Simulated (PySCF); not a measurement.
SMILES O[Si](O)(O)N[SiH2]Cl at its B3LYP/def2-SVP optimised geometry (Å):

```
13

Si    -2.5635    -0.8943    -2.3410
Cl    -3.0490    -2.2853    -3.8259
N     -1.2404    -1.5954    -1.4494
Si    -0.5843    -0.9393     0.0000
O      1.0752    -0.9393     0.0000
O     -0.9836    -1.7223     1.4015
O     -1.2908     0.5640     0.0000
H     -3.7768    -0.6847    -1.5118
H     -2.1992     0.3651    -3.0379
H     -0.9010    -2.4913    -1.7907
H      1.5084    -0.5971    -0.7907
H     -0.2468    -2.0992     1.8964
H     -1.5084     0.9393     0.8611
```

Level of theory: B3LYP/def2-TZVP (PySCF).

Map of the electrostatic potential (hartree/e), clipped to [-0.08, 0.12] on the plane z = 0.6 Å:

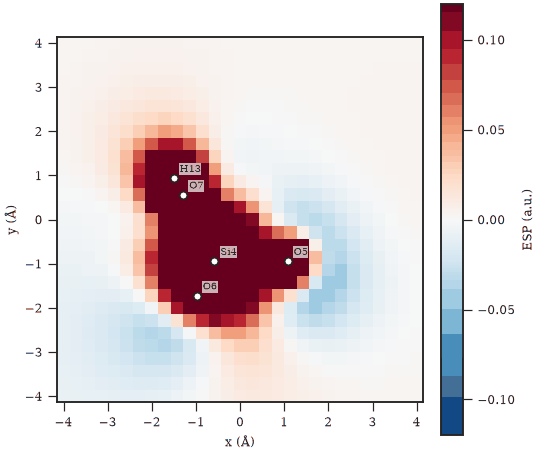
Electrostatic potential (hartree/e), clipped to [-0.08, 0.12] on the plane z = 0.6 Å.
